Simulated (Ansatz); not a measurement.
**Lattice dynamics of BaHg (Pm-3m)**

Wanted: phonon frequencies of BaHg (Pm-3m) and what follows from them.

Method: DFT PBEsol, scalar-relativistic, plane waves, PAW; PAW set soft_1, in Ansatz 0.2.0.

### 1. The starting structure

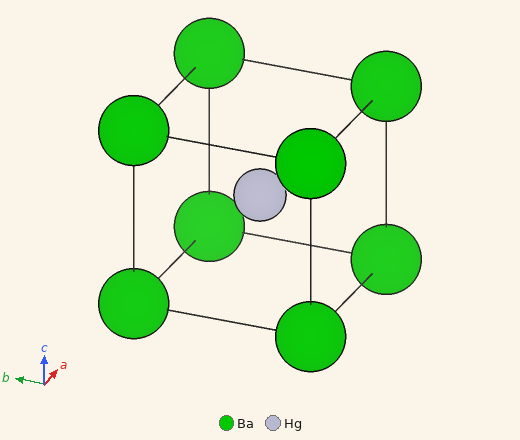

The starting structure, seen from a free direction (barium green, mercury light grey). Some periodic images of atoms are drawn too.

### 2. Bringing the structure to rest

The cell and atoms are relaxed, since residual forces and stress would shift the frequencies.

input.yaml

```yaml
crystal:
  lattice:
    - [4.17876004, 0.0, 0.0]
    - [0.0, 4.17876004, 0.0]
    - [0.0, 0.0, 4.17876004]
  atoms:
    - { symbol: Ba, position: [0.0, 0.0, 0.0] }
    - { symbol: Hg, position: [0.5, 0.5, 0.5] }
kpoints:
  mp_grid: { grid: [10, 10, 10] }
hamiltonian:
  xc: pbesol
  pseudopotentials: { kind: paw, azcp: { folder: soft_1 }, xc_functional: pbe }
scf:
  occupations: { method: gaussian, width: 0.1 }
output:
  forces: true
  stress: true
  eigenvalues: true
  write_density: true
  write_potential: true
  elf: true
  volumetric_format: npy
relax:
  adjacent_minimum: "off"
  f_tol: 0.005
  max_steps: 80
  cell: { stress_tol: 0.05 }
```

Run with:

```
> ansatz run input.yaml --threads 4 --pin off --max-ram 10240MiB --backend cpu --events-out ev --progress --plain --runs-dir out
```

Numbers of over 12 decimals in the logs are rounded to 6 here.

The program printed:

```text
Engine: ansatz 0.2.0, aarch64-unknown-linux-gnu
Pseudopotentials: kind: paw
Pseudopotential: Ba, paw, valence charge 10, recommended cutoff 420 eV (normal), soft_1/Ba.paw.azcp
Pseudopotential: Hg, paw, valence charge 20, recommended cutoff 420 eV (normal), soft_1/Hg.paw.azcp
Functional definition: PBEsol
  exchange = pbesol_x
  correlation = pbesol_c
Crystal: 2 atoms, lattice volume = 72.970 Å³
Basis set: ecut = 420 eV, 1365 PW (Γ), exchange–correlation on 60×60×60 points (8 copies of the dense FFT grid, shifted against one another)
Bands: 19, of which v1, the nominal top of the filled ones, is band 15 counted from 1 (14 counted from 0)
Symmetry: 48 space group operations
Space group: Pm-3m (ITA 221), of the structure as read, at distance tolerance 4.2e-5 Å
k-points: 56 of 1000
Non-local potential: Ba, projectors of the file, l = 0: 3, l = 1: 2, l = 2: 2, l = 3: 2
Non-local potential: Hg, projectors of the file, l = 0: 3, l = 1: 2, l = 2: 2, l = 3: 1
PAW form: soft (Blöchl's): semilocal exchange-correlation on the pseudo side does not see the compensation charge
PAW frozen core: Ba, regenerated for the run's functional, and the local potential with it (the file was generated under x = pbe(κ = 0.804, μ = 0.219515), c = pbe(β = 0.066725))
PAW frozen core: Hg, regenerated for the run's functional, and the local potential with it (the file was generated under x = pbe(κ = 0.804, μ = 0.219515), c = pbe(β = 0.066725))
PAW one-centre angular grid: Ba, 194 points (default); XC on 64 Gauss nodes
PAW one-centre angular grid: Hg, 590 points (default); XC on 64 Gauss nodes
Initial density: superposition of atomic densities (chi_scale 0.1, normalization cell, long waves kept (reshape's long-wave potential 0.00 eV rms))
Initial wavefunctions: pseudopotential atomic-orbital guess
Functional: x = pbesol(κ = 0.804, μ = 0.123457), c = pbesol(β = 0.046)
SCF iter   1: F=—  HF=-19537.001064 eV  |F-HF|=—  |Δ(HF+E_count)|=         —  Δρ=8.86e-2  dr2=1.17e1  ethr=3.10e-3  ⟨swp⟩=7.8  Hψ=6485  notcnv=0
preconditioner: auto → Kerker (q_TF=auto, 2.353 Å⁻¹)  [metal: Δε(μ)=0.015 eV  Ē_g=8.411 eV  σ=0.100 eV  W_gap=0.08  n_scr=18 (ndim 8)  ℏωp=19.4 eV  f_vac=0.000  D(μ)=2.12/eV (n_scr^D=18)]
SCF iter   2: F=—  HF=-19534.400780 eV  |F-HF|=—  |Δ(HF+E_count)|=    2.60e0  Δρ=2.61e-2  dr2=1.51e0  ethr=3.10e-3  ⟨swp⟩=3.1  Hψ=2711  notcnv=0  defer=2
SCF iter   3: F=—  HF=-19533.983242 eV  |F-HF|=—  |Δ(HF+E_count)|=   4.18e-1  Δρ=1.27e-2  dr2=3.40e-1  ethr=3.10e-3  ⟨swp⟩=3.3  Hψ=2065  notcnv=0  defer=2
SCF iter   4: F=—  HF=-19533.858504 eV  |F-HF|=—  |Δ(HF+E_count)|=   1.25e-1  Δρ=3.56e-3  dr2=1.26e-2  ethr=1.13e-3  ⟨swp⟩=3.8  Hψ=2330  notcnv=0  defer=2
SCF iter   5: F=—  HF=-19533.855077 eV  |F-HF|=—  |Δ(HF+E_count)|=   3.43e-3  Δρ=9.08e-4  dr2=5.79e-4  ethr=4.21e-5  ⟨swp⟩=2.0  Hψ=1619  notcnv=0  defer=2
SCF iter   6: F=—  HF=-19533.855169 eV  |F-HF|=—  |Δ(HF+E_count)|=   9.23e-5  Δρ=1.93e-4  dr2=5.10e-5  ethr=1.93e-6  ⟨swp⟩=2.1  Hψ=1845  notcnv=0  defer=2
SCF iter   7: F=—  HF=-19533.855177 eV  |F-HF|=—  |Δ(HF+E_count)|=   7.38e-6  Δρ=4.48e-5  dr2=1.80e-6  ethr=1.70e-7  ⟨swp⟩=2.0  Hψ=1453  notcnv=0  defer=2
SCF iter   8: F=-19533.855177 eV  HF=-19533.855177 eV  |F-HF|=5.48e-9  |Δ(HF+E_count)|=   7.09e-7  Δρ=8.09e-6  dr2=6.15e-8  ethr=3.33e-10  ⟨swp⟩=9.6  Hψ=8618  notcnv=0
SCF 1 converged in 8 iterations: F = -19533.855177 eV  dr2 = 6.15e-8
  greatest PAW one-centre occupation: 1.000 electrons in one spin orbital (limit 2), on the Hg atom at site 1 (counted from 0), in its partial waves of l = 0
relax step   1: F+E_penalty+E_count = -19533.85517723 eV  Δ(F+E_penalty+E_count) = +0.000e0 eV  max|allowed force component| = 1.935e-28 eV/Å  Δτ_max = 0.0000 Å  P = -1.567 GPa  Ω = 72.970 Å³  (8 SCF iters, dr2 threshold 1.00e-7 eV, accepted)
Crystal: 2 atoms, lattice volume = 70.053 Å³
Basis set: ecut = 420 eV, 1357 PW (Γ), exchange–correlation on 60×60×60 points (8 copies of the dense FFT grid, shifted against one another)
Initial density: handed on by an earlier stage of this run
Initial wavefunctions: those handed on with the density
iter 1 solved again at ethr=4.17e-5 eV; its pass at ethr=3.10e-3 eV (dr2=1.25e-2 eV) is discarded
SCF iter   1: F=—  HF=-19533.880545 eV  |F-HF|=—  |Δ(HF+E_count)|=         —  Δρ=2.84e-3  dr2=1.31e-2  ethr=4.17e-5  ⟨swp⟩=1.0  Hψ=7051  notcnv=0
preconditioner: auto → Kerker (q_TF=auto, 2.369 Å⁻¹)  [metal: Δε(μ)=0.044 eV  Ē_g=10.210 eV  σ=0.100 eV  W_gap=0.23  n_scr=18 (ndim 8)  ℏωp=19.8 eV  f_vac=0.000  D(μ)=1.72/eV (n_scr^D=6)]
SCF iter   2: F=—  HF=-19533.877338 eV  |F-HF|=—  |Δ(HF+E_count)|=   3.21e-3  Δρ=1.38e-3  dr2=3.69e-3  ethr=4.17e-5  ⟨swp⟩=2.6  Hψ=1408  notcnv=0
SCF iter   3: F=—  HF=-19533.876137 eV  |F-HF|=—  |Δ(HF+E_count)|=   1.20e-3  Δρ=4.91e-4  dr2=4.08e-4  ethr=1.23e-5  ⟨swp⟩=2.0  Hψ=1429  notcnv=0
SCF iter   4: F=—  HF=-19533.875998 eV  |F-HF|=—  |Δ(HF+E_count)|=   1.39e-4  Δρ=1.23e-4  dr2=1.89e-5  ethr=1.36e-6  ⟨swp⟩=2.4  Hψ=1484  notcnv=0
SCF iter   5: F=—  HF=-19533.876009 eV  |F-HF|=—  |Δ(HF+E_count)|=   1.07e-5  Δρ=3.82e-5  dr2=1.29e-6  ethr=6.29e-8  ⟨swp⟩=2.4  Hψ=1607  notcnv=0
SCF iter   6: F=-19533.876009 eV  HF=-19533.876009 eV  |F-HF|=1.86e-10  |Δ(HF+E_count)|=   4.22e-9  Δρ=7.81e-6  dr2=5.05e-8  ethr=6.67e-10  ⟨swp⟩=11.0  Hψ=8253  notcnv=0
SCF 2 converged in 6 iterations: F = -19533.876009 eV  dr2 = 5.05e-8
relax step   2: F+E_penalty+E_count = -19533.87600862 eV  Δ(F+E_penalty+E_count) = -2.083e-2 eV  max|allowed force component| = 1.474e-29 eV/Å  Δτ_max = 0.0000 Å  P = -0.645 GPa  Ω = 70.053 Å³  energy of the carried Pulay correction = +3.637e-4 eV  (6 SCF iters, dr2 threshold 2.00e-7 eV, accepted)
Crystal: 2 atoms, lattice volume = 68.150 Å³
iter 1 solved again at ethr=1.96e-5 eV; its pass at ethr=3.10e-3 eV (dr2=5.88e-3 eV) is discarded
SCF iter   1: F=—  HF=-19533.881718 eV  |F-HF|=—  |Δ(HF+E_count)|=         —  Δρ=1.96e-3  dr2=5.95e-3  ethr=1.96e-5  ⟨swp⟩=1.9  Hψ=6970  notcnv=0
preconditioner: auto → Kerker (q_TF=auto, 2.380 Å⁻¹)  [metal: Δε(μ)=0.001 eV  Ē_g=10.287 eV  σ=0.100 eV  W_gap=0.01  n_scr=18 (ndim 8)  ℏωp=20.1 eV  f_vac=0.000  D(μ)=1.67/eV (n_scr^D=6)]
SCF iter   2: F=—  HF=-19533.880253 eV  |F-HF|=—  |Δ(HF+E_count)|=   1.47e-3  Δρ=9.53e-4  dr2=1.66e-3  ethr=1.96e-5  ⟨swp⟩=2.5  Hψ=1393  notcnv=0
SCF iter   3: F=—  HF=-19533.879711 eV  |F-HF|=—  |Δ(HF+E_count)|=   5.42e-4  Δρ=3.37e-4  dr2=1.81e-4  ethr=5.54e-6  ⟨swp⟩=2.0  Hψ=1428  notcnv=0
SCF iter   4: F=—  HF=-19533.879660 eV  |F-HF|=—  |Δ(HF+E_count)|=   5.07e-5  Δρ=8.47e-5  dr2=8.48e-6  ethr=6.02e-7  ⟨swp⟩=2.4  Hψ=1475  notcnv=0
SCF iter   5: F=—  HF=-19533.879659 eV  |F-HF|=—  |Δ(HF+E_count)|=   1.90e-6  Δρ=2.62e-5  dr2=5.95e-7  ethr=2.83e-8  ⟨swp⟩=2.4  Hψ=1602  notcnv=0
SCF iter   6: F=-19533.879659 eV  HF=-19533.879659 eV  |F-HF|=1.82e-10  |Δ(HF+E_count)|=   1.30e-8  Δρ=5.25e-6  dr2=2.22e-8  ethr=6.67e-10  ⟨swp⟩=10.4  Hψ=7995  notcnv=0
SCF 3 converged in 6 iterations: F = -19533.879659 eV  dr2 = 2.22e-8
relax step   3: F+E_penalty+E_count = -19533.87965858 eV  Δ(F+E_penalty+E_count) = -3.650e-3 eV  max|allowed force component| = 1.683e-29 eV/Å  Δτ_max = 0.0000 Å  P = +0.091 GPa  Ω = 68.150 Å³  energy of the carried Pulay correction = +6.090e-4 eV  (6 SCF iters, dr2 threshold 2.00e-7 eV, accepted)
[...]
relax step   4: F+E_penalty+E_count = -19533.87969270 eV  Δ(F+E_penalty+E_count) = -3.412e-5 eV  max|allowed force component| = 3.616e-30 eV/Å  Δτ_max = 0.0000 Å  P = +0.003 GPa  Ω = 68.362 Å³  energy of the carried Pulay correction = +5.814e-4 eV  (5 SCF iters, dr2 threshold 2.06e-8 eV, accepted)
Initial wavefunctions: pseudopotential atomic-orbital guess (no wavefunctions were taken with the density)
iter 1 solved again at ethr=6.61e-8 eV; its pass at ethr=3.10e-3 eV (dr2=1.98e-5 eV) is discarded
SCF iter   1: F=—  HF=-19533.879079 eV  |F-HF|=—  |Δ(HF+E_count)|=         —  Δρ=8.65e-5  dr2=8.75e-7  ethr=6.61e-8  ⟨swp⟩=3.2  Hψ=8829  notcnv=0
preconditioner: auto → Kerker (q_TF=auto, 2.378 Å⁻¹)  [metal: Δε(μ)=0.039 eV  Ē_g=10.338 eV  σ=0.100 eV  W_gap=0.21  n_scr=18 (ndim 8)  ℏωp=20.1 eV  f_vac=0.000  D(μ)=1.68/eV (n_scr^D=6)]
SCF iter   2: F=—  HF=-19533.879090 eV  |F-HF|=—  |Δ(HF+E_count)|=   1.13e-5  Δρ=4.35e-5  dr2=1.97e-7  ethr=2.92e-9  ⟨swp⟩=2.0  Hψ=1756  notcnv=0
SCF iter   3: F=—  HF=-19533.879090 eV  |F-HF|=—  |Δ(HF+E_count)|=   2.28e-7  Δρ=7.58e-6  dr2=7.92e-9  ethr=6.57e-10  ⟨swp⟩=2.1  Hψ=1860  notcnv=0
SCF iter   4: F=—  HF=-19533.879090 eV  |F-HF|=—  |Δ(HF+E_count)|=   8.11e-9  Δρ=5.56e-7  dr2=2.91e-10  ethr=2.64e-11  ⟨swp⟩=2.0  Hψ=1452  notcnv=0
SCF iter   5: F=—  HF=-19533.879090 eV  |F-HF|=—  |Δ(HF+E_count)|=  6.18e-11  Δρ=1.55e-7  dr2=2.86e-11  ethr=1.00e-12  ⟨swp⟩=2.3  Hψ=1696  notcnv=0
SCF iter   6: F=-19533.879090 eV  HF=-19533.879090 eV  |F-HF|=1.09e-11  |Δ(HF+E_count)|=  1.46e-11  Δρ=4.20e-8  dr2=1.79e-12  ethr=1.00e-12  ⟨swp⟩=6.3  Hψ=4839  notcnv=0
SCF 5 converged in 6 iterations: F = -19533.879090 eV  dr2 = 1.79e-12
relax step   5: F+E_penalty+E_count = -19533.87909042 eV  Δ(F+E_penalty+E_count) = +6.023e-4 eV  max|allowed force component| = 1.778e-29 eV/Å  Δτ_max = 0.0000 Å  P = +0.004 GPa  Ω = 68.362 Å³  stress off target by 3.79e-3 GPa  SCF on the basis re-selected at this cell (its energy is not comparable with the rows above)  (6 SCF iters)
basis re-selected at this cell: Δ(F+E_penalty+E_count) = +6.023e-4 eV, ΔP = +0.001 GPa vs the last step (what re-selecting the basis moved, of the pressure what is left beyond the Pulay correction that the steps carried, after the strain that the cell walked since its last selection, with what the two solves' SCF thresholds leave and, on support functions, any second-order correction that the steps lacked; it is no m [...]
SCF converged after 6 iterations
Free energy (F): -19533.879090 eV
Harris-Foulkes:  -19533.879090 eV  (|F-HF|=1.09e-11)
Internal energy: -19533.870674 eV  (E = F + TS)
E sigma→0 (E₀):  -19533.874882 eV
Entropy (-TS):   -0.008416 eV (-4.208 meV/atom)
Fermi energy:    10.788118 eV
--- Per-component energies (eV) ---
  E_band       = -506.883836
  E_kinetic    = 734.983537
  E_local      = -3571.819848  (includes V_loc(G=0)·N_el)
  E_nonlocal   = 179.904832
  E_hartree    = 1514.068825
  E_xc         = -405.531098
  E_vxc        = -377.322896  (∫ρ·V_xc dr)
  E_paw        = -14923.135819  (= ΣΔE_a)
  E_vpaw       = -500.767541  (= ΣTr[D̂ρ^β])
  E_aug_tail   = 0.000419  (compensation charges beyond the density's cutoff)
  E_ewald      = -3062.821669
  E_core_change = 0.480147  (= ΣΔE_core)
  E_smearing   = -0.008416  (= −TS)
  E_closure    = -0.000000  (closes the sum)
  Σ components = -19533.879090   (vs F -19533.879090, Δ=0.00e0)
--- Forces (eV/Å), atoms counted from 1 ---
  atom   1  Ba     0.00000000    -0.00000000     0.00000000
  atom   2  Hg    -0.00000000    -0.00000000     0.00000000
  max |Σ_I F_I| component: 3.60e-29 eV/Å
--- Stress (GPa, compression-positive) ---
        0.003791       0.000000      -0.000000
        0.000000       0.003791       0.000000
       -0.000000       0.000000       0.003791
  P = ⅓ Tr σ = 0.0038 GPa (0.038 kbar)
--- Band table (eV; the first three rows and the last of 56) ---
  k-point 0: bands = [... 11 lower, 3.7833, 3.7833, 4.5011, 11.6502, 11.6502, 14.6154, 14.6154, 14.6154]
  k-point 1: bands = [... 11 lower, 3.7840, 3.7854, 4.6390, 11.6351, 11.6593, 14.1510, 14.1908, 14.1908]
  k-point 2: bands = [... 11 lower, 3.7862, 3.7908, 5.0237, 11.2292, 11.6841, 13.5095, 13.5095, 13.8890]
  k-point 55: bands = [... 11 lower, 4.0017, 4.0017, 7.8326, 9.4730, 9.4730, 9.4730, 16.6088, 16.6088]
--- Relaxed structure (4 steps of the walk, 4 accepted, 1 SCFs on fresh bases) ---
  F+E_penalty+E_count = -19533.87909042 eV   max|allowed force component| = 1.778e-29 eV/Å   (the final SCF, on the basis selected at the relaxed cell)
  cell:  # Å, volume = 68.3622 Å³
    - [4.088889, 0, 0]
    - [0, 4.088889, 0.0]
    - [0, 0.0, 4.088889]
  atoms:
    - { symbol: Ba, position: [0, 0, 0] }
    - { symbol: Hg, position: [0.5, 0.5, 0.5] }
```

Elapsed: 6.9 s, on 4 threads of Arm Neoverse V1, shared host; peak memory 0.42 GiB.

The steps of the relaxation:

| step | energy less that of the first step (eV) | largest force component (eV/Å) | pressure (GPa) | volume (Å³) |
| --- | --- | --- | --- | --- |
| 1 | 0.0000 | 0.0000 | -1.57 | 72.97 |
| 2 | -0.0208 | 0.0000 | -0.64 | 70.05 |
| 3 | -0.0245 | 0.0000 | 0.09 | 68.15 |
| 4 | -0.0245 | 0.0000 | 0.00 | 68.36 |
| 5* | -0.0239 | 0.0000 | 0.00 | 68.36 |

Relaxation steps marked * repeat the geometry before them on a plane-wave basis chosen anew for their cell, so energy and pressure can jump there.

The run keeps the 48 symmetry operations that it works with, so distortions that break them were not tested.

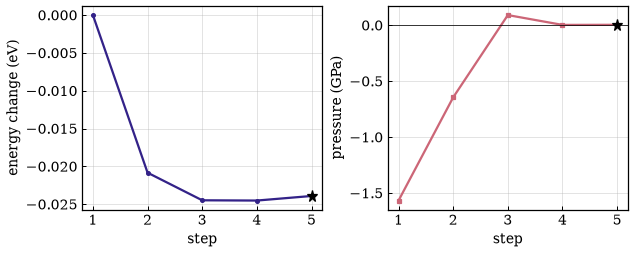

Energy and pressure along the relaxation. Stars mark steps on a basis chosen anew.

| conventional cell, symmetrised | before | after | change |
| --- | --- | --- | --- |
| a (Å) | 4.179 | 4.089 | -2.2 % |
| b (Å) | 4.179 | 4.089 | -2.2 % |
| c (Å) | 4.179 | 4.089 | -2.2 % |
| volume (Å³/atom) | 36.48 | 34.18 | -6.3 % |

Final coordinates:

```xyz
2
Lattice="4.0889 0.0000 0.0000 0.0000 4.0889 0.0000 0.0000 0.0000 4.0889" Properties=species:S:1:pos:R:3 pbc="T T T"
Ba    0.0000    0.0000    0.0000
Hg    2.0444    2.0444    2.0444
```

Numbers from this step:

```yaml
pressure: 0.003791 GPa
volume_per_atom: 34.18 Å³
gap_on_the_k_mesh: 0 eV
```

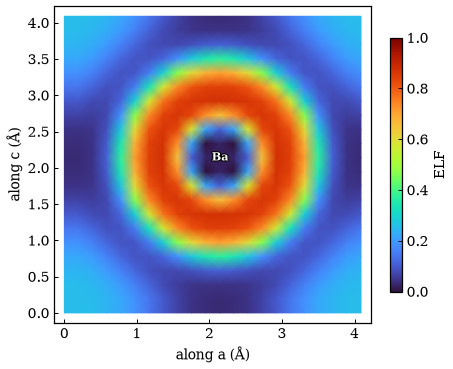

ELF in the ac plane at fractional y = 0.000, with atoms of Ba within 0.2 Å of it. It is the smooth field of the valence electrons, not physical close to the nuclei. The map starts off the cell's origin, so that atoms lie inside it.

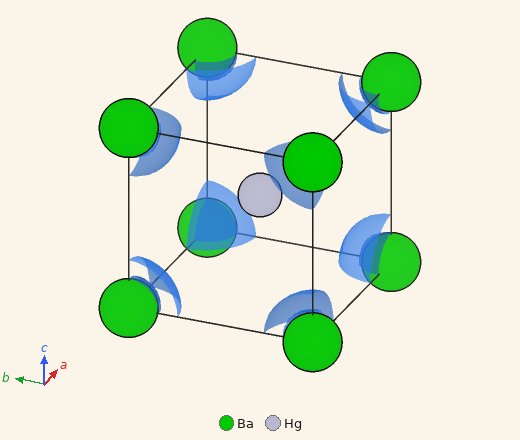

Surface of ELF = 0.79.

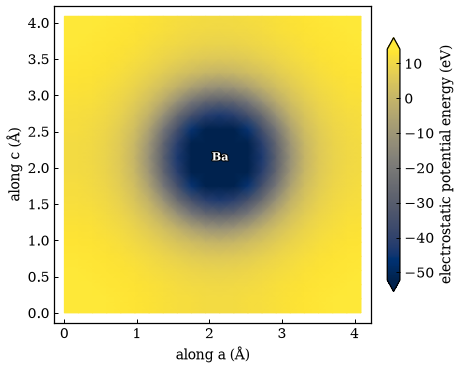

Electrostatic potential energy in the ac plane at fractional y = 0.000, with atoms of Ba within 0.2 Å of it. With pseudopotentials it is smooth inside the atoms' cores, unlike the true potential. The map starts off the cell's origin, so that atoms lie inside it.

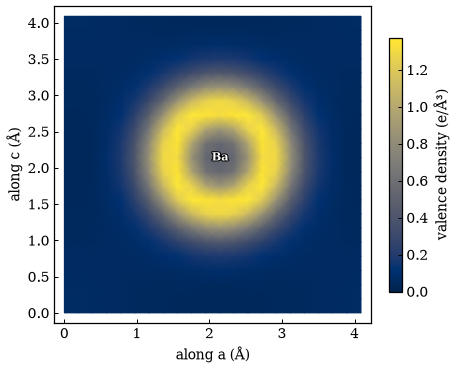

Valence density in the ac plane at fractional y = 0.000, with atoms of Ba within 0.2 Å of it. It is the smooth field of the valence electrons, not physical close to the nuclei. The map starts off the cell's origin, so that atoms lie inside it.

In this step the volume went from 36.48 to 34.18 Å³/atom.

### 3. Relaxing to small forces for the phonons

Phonons need a cell at rest on their own settings, so the relaxation is repeated with tight tolerances on forces and stress on the k mesh and occupations of the first response run.

input.yaml, the sections that differ from step 2:

```yaml
crystal:
  lattice:
    - [4.0888891168, 0.0, 0.0]
    - [0.0, 4.0888891168, 0.0]
    - [0.0, 0.0, 4.0888891168]
  atoms:
    - { symbol: Ba, position: [0.0, 0.0, 0.0] }
    - { symbol: Hg, position: [0.5, 0.5, 0.5] }
kpoints:
  mp_grid: { grid: [12, 12, 12] }
scf:
  occupations: { method: methfessel_paxton, width: 0.2 }
relax:
  adjacent_minimum: "off"
  f_tol: 0.001
  max_steps: 60
  cell: { stress_tol: 0.01 }
# hamiltonian, output: as in step 2
```

The program printed:

```text
[...]
Crystal: 2 atoms, lattice volume = 68.362 Å³
Basis set: ecut = 420 eV, 1357 PW (Γ), exchange–correlation on 60×60×60 points (8 copies of the dense FFT grid, shifted against one another)
Bands: 19, of which v1, the nominal top of the filled ones, is band 15 counted from 1 (14 counted from 0)
Symmetry: 48 space group operations
[...]
k-points: 84 of 1728
[...]
k-point 83: bands = [... 11 lower, 4.0086, 4.0086, 7.8420, 9.4815, 9.4815, 9.4815, 16.6249, 16.6249]
--- Relaxed structure (2 steps of the walk, 2 accepted, 1 SCFs on fresh bases) ---
[...]
cell:  # Å, volume = 68.3062 Å³
    - [4.087773, 0, 0]
    - [0, 4.087773, 0.0]
    - [0, 0.0, 4.087773]
  atoms:
    - { symbol: Ba, position: [0, 0, 0] }
    - { symbol: Hg, position: [0.5, 0.5, 0.5] }
[key lines of the parts left out:]
SCF converged after 5 iterations
Free energy (F): -19533.871404 eV
Fermi energy:    10.823892 eV
P = ⅓ Tr σ = -0.0090 GPa (-0.090 kbar)
```

It took 5.8 s on 4 threads; peak memory 0.44 GiB; 22 s of CPU time.

Little changed from the start: no atom moved by 0.005 Å and no cell edge by 0.1 %.

This step gave:

- pressure: -0.009035 GPa
- volume per atom: 34.15 Å³

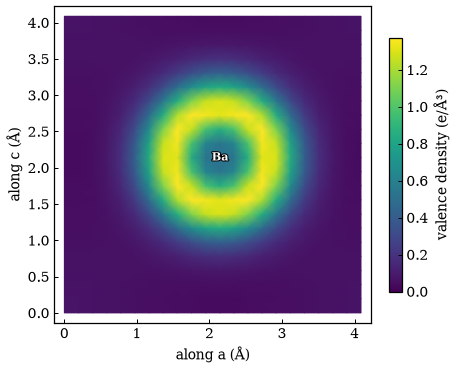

Valence density in the ac plane at fractional y = 0.000, with atoms of Ba within 0.2 Å of it. It is the smooth field of the valence electrons, not physical close to the nuclei. The map starts off the cell's origin, so that atoms lie inside it.

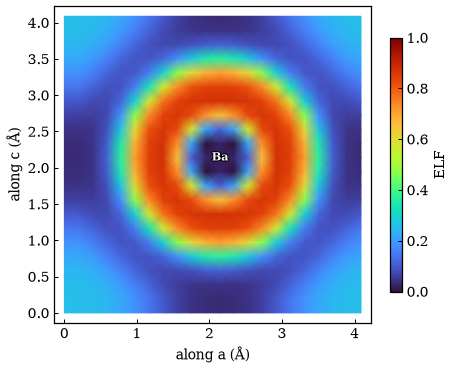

ELF in the ac plane at fractional y = 0.000, with atoms of Ba within 0.2 Å of it. It is the smooth field of the valence electrons, not physical close to the nuclei. The map starts off the cell's origin, so that atoms lie inside it.

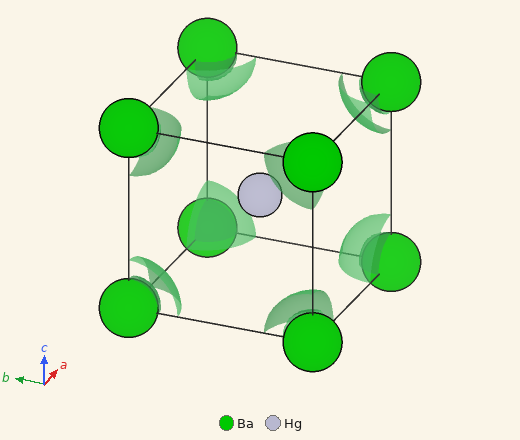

Surface of ELF = 0.79.

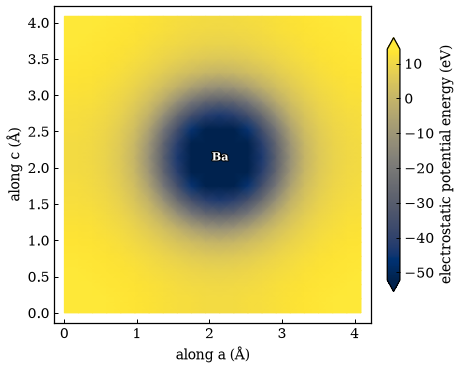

Electrostatic potential energy in the ac plane at fractional y = 0.000, with atoms of Ba within 0.2 Å of it. With pseudopotentials it is smooth inside the atoms' cores, unlike the true potential. The map starts off the cell's origin, so that atoms lie inside it.

The forces vanish by symmetry and the pressure is -0.009 GPa, within the tolerances set. The cell now holds 34.15 Å³/atom.

[end of part 1 of 2]

[Logs are printed without paths, hosts, clocks, repeated set-up lines and the standing remarks that a program may print on its own settings, such as how far it seeks lower states.]

[Hosts, paths, dates, database ids (printed as entryN), source tags and the programs' standing remarks are cut or masked in the printed files.]
